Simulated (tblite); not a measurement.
## Frequency calculation of C6H7Ge

C6H7Ge, multiplicity 2, SMILES [CH2]C#[C][GeH2][C]#CC, computed with GFN2-xTB harmonic vibrations, gas phase (tblite 0.8.0).

It belongs to a series of runs on one base structure; here: H removed from sp3 C.

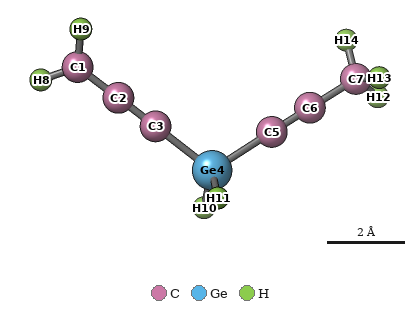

**Figure 1.** The structure as given in the input (ball-and-stick view, seen at a tilt; atoms are numbered from 1 in the order of the input). Sticks mark near contacts. Bond lengths as drawn: C–C 1.21 to 1.45 Å, C–Ge 1.88 to 1.89 Å, C–H 1.08 to 1.09 Å and Ge–H 1.50 Å.

Summary

```tsv
quantity	value
outcome	converged
total energy	−493.4115 eV
zero-point energy	58.1480 kcal/mol
hardware	1 CPU thread, shared host
wall time	0.62 s
peak memory	0.18 GiB
```

The input
```
{"job": {"kind": "ir", "xc": "GFN2-xTB", "basis": "xTB"}, "charge": 0, "multiplicity": 2}
C      3.958878     0.486635     0.944319
C      2.814437    -0.135383     0.607571
C      1.770911    -0.715386     0.300822
Ge     0.181451    -1.610027    -0.172061
C     -1.288558    -0.433187     0.007889
C     -2.229829     0.311118     0.125688
C     -3.364421     1.197547     0.262133
H      4.767416    -0.058178     1.399037
H      4.088662     1.539223     0.765580
H     -0.003011    -2.797111     0.725568
H      0.274371    -2.062510    -1.600635
H     -4.166960     0.694084     0.801140
H     -3.728904     1.490494    -0.722408
H     -3.075122     2.092209     0.813217
```

The first line tells a small driver script what to run in tblite; the rest is the geometry in Å.

Run as:
```bash
OMP_NUM_THREADS=1 python <driver script> task.json out
```

Log
```
mode    cm-1     km/mol
  1      14.6      0.02
  2      30.9      0.05
  3      39.1      0.28
  4     112.4      3.04
  5     133.3      3.30
  6     134.9      1.66
  7     234.4     22.67
  8     304.2      0.98
  9     307.4      0.63
 10     324.9      7.48
 11     355.3      2.27
 12     407.2     28.20
 13     446.7     69.36
 14     451.0    115.68
 15     630.9      1.09
 16     681.3     34.02
 17     695.1    393.03
 18     815.8    208.23
 19     947.5      0.74
 20    1016.3      5.56
 21    1017.1      5.08
 22    1067.8      0.39
 23    1228.9      2.54
 24    1383.5      1.71
 25    1392.0      0.41
 26    1450.5      6.98
 27    1450.7      6.65
 28    1967.0    321.23
 29    2003.1    470.67
 30    2084.9     60.31
 31    2307.9    168.02
 32    3002.1     19.25
 33    3003.0     19.28
 34    3009.7     27.62
 35    3099.1      7.95
 36    3124.8     12.79
```

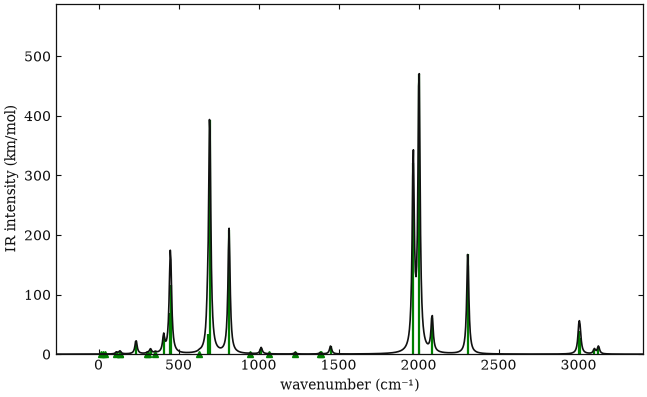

**Figure 2.** Harmonic infrared spectrum, unscaled: sticks (degenerate modes added up, dark ones marked on the axis) with a Lorentzian envelope of 16 cm⁻¹ full width, scaled to the tallest stick. 36 modes from 15 to 3125 cm⁻¹, none imaginary. The strongest line is at 2003 cm⁻¹ (471 km/mol).
